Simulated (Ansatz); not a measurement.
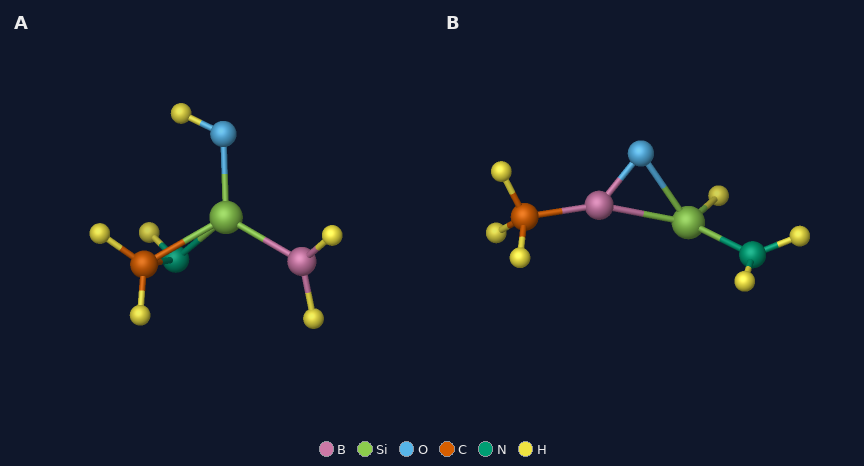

2 stationary structures of one formula. Geometries: PBE-D4/def2-SVP. Electronic energies: PBE-D4/def2-SVP (Ansatz 0.2.0), without zero-point energy. No frequency run is at hand to confirm each as a minimum.

### Which structure is the most stable?

B is lowest; A lies 2.797 eV above it. A is `B[Si@]1(O)CN1`, B is `CB1O[Si@H]1N`.
